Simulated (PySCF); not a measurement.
# C4H5BO2S: electronic excitations

What electronic excitations should C4H5BO2S (`C=COB(O)C=C=S`) show?

The runs use PySCF 2.14.0, with density-fitted response routines of our own; the level of theory stands in each step. All values are computed, except where a source is named. Atoms are numbered from 0 throughout.

## 1. The molecule as given

13 atoms, charge 0, multiplicity 1; geometry from: GFN2-xTB.

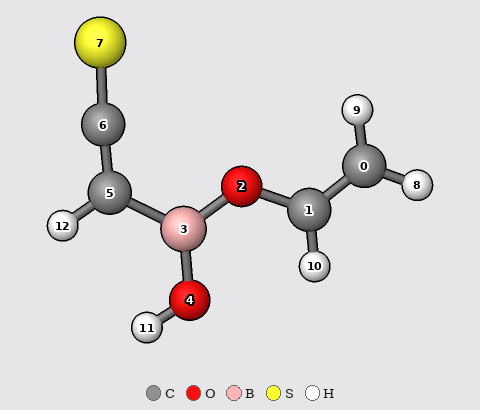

The starting geometry (carbon grey, oxygen red, boron pink, sulfur yellow, hydrogen white), atoms numbered.

## 2. Ultraviolet spectrum: wB97X-D/def2-SVPD

The job: settings as JSON, then the geometry in Å.

```
{"job": {"kind": "uv", "xc": "wB97X-D", "basis": "def2-SVPD", "nstates": 8, "ntriplets": 3}, "charge": 0, "multiplicity": 1}
C     -2.447582     1.189290    -0.128377
C     -1.631915     0.151723    -0.202069
O     -0.293855     0.279707     0.009314
B      0.590804    -0.742734    -0.066736
O      0.173939    -2.000174    -0.369791
C      2.098508    -0.408560     0.207940
C      2.501270     0.783536     0.530100
S      2.893255     2.235670     0.913027
H     -3.501049     1.073485    -0.298336
H     -2.079158     2.172613     0.102168
H     -1.975884    -0.849440    -0.432766
H      0.839765    -2.683071    -0.408100
H      2.827514    -1.201559     0.125900
```

With the program's defaults for keys left out, this is: TDDFT wB97X-D/def2-SVPD, vertical, gas phase, core orbitals frozen in the response.

Command:

```console
> OMP_NUM_THREADS=1 python probes_run.py task.json out
```

One launch serves the whole session: the jobs run in the order shown.

Predict these results of the whole session: lowest singlet (wB97X-D/def2-SVPD); brightest single state of those computed; lowest triplet.

The runs gave:

```
                                quantity                        value
      lowest singlet (wB97X-D/def2-SVPD)  2.83 eV (438 nm), f = 0.000
brightest single state of those computed  state 8, 6.89 eV, f = 0.597
                          lowest triplet                      2.56 eV
```

**Reading.** The lowest singlet, at 2.83 eV, is HOMO→LUMO 0.88, HOMO−1→LUMO 0.11 and is dark; of the 8 states computed, the strongest absorption comes from state 8 at 6.89 eV (the last computed, so partners may be missing). The lowest triplet lies 0.27 eV below the lowest singlet (triplets in Tamm-Dancoff, singlets in full TDDFT).
